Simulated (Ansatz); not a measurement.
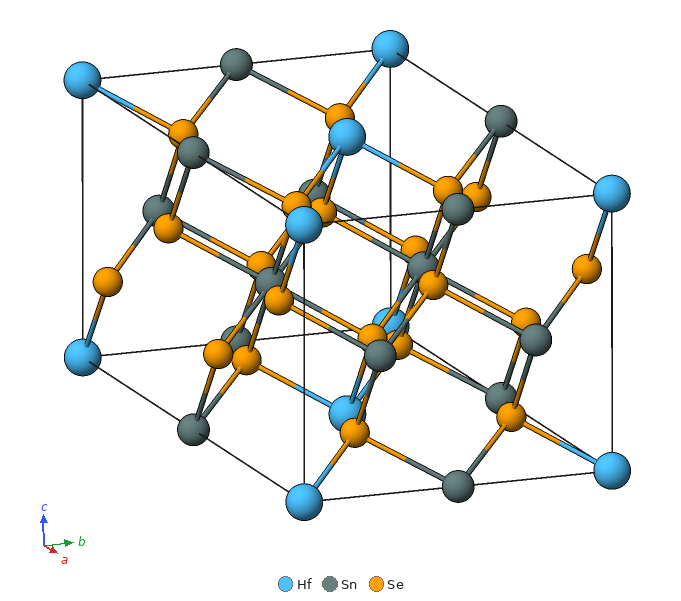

View slightly off an axis, drawn as a ball-and-stick model. The conventional unit cell is outlined; an atom on or near a face, edge or corner is repeated at each equivalent position.

HfSn$_{3}$Se$_{8}$, space group C2/m (No. 12), a = 14.071 Å, b = 7.719 Å, c = 6.686 Å, α = 90.00°, β = 90.15°, γ = 90.00°. Starting structure: a structure type filled with these elements by a generator (whether the compound takes this form wasn't checked). Earlier steps of the study, as a rule a relaxation of our own, may have changed the cell and positions, so they can lie some per cent off the listed ones. It went into a calculation with Ansatz.

This one geometry was computed with Ansatz (DFT, plane waves, PAW) at three levels of theory: PBE, PBEsol and r2SCAN.

> Which level gives the highest pressure at this volume, and what does that say about its equilibrium volume?

Highest: PBE (0.0 GPa), which points to the largest equilibrium volume. Lowest, with the smallest volume: PBEsol (-2.3 GPa). Levels within 0.5 GPa of each other can't be told apart.

> How does the band gap change with the level of theory?

PBEsol: a gap of 0.14 eV, indirect; PBE: a gap of 0.20 eV, indirect; r2SCAN: a gap of 0.48 eV, indirect.

> Collect the results in a table.

| level | cutoff (eV) | k-mesh of the run's cell | gap (eV) | pressure (GPa) |
| --- | --- | --- | --- | --- |
| PBE | 420 | 6×6×6 | 0.20 | 0.0 |
| PBEsol | 420 | 6×6×6 | 0.14 | -2.3 |
| r2SCAN | 500 | 6×6×6 | 0.48 | -1.7 |

Gaps are taken on the k-mesh or band path of each run.
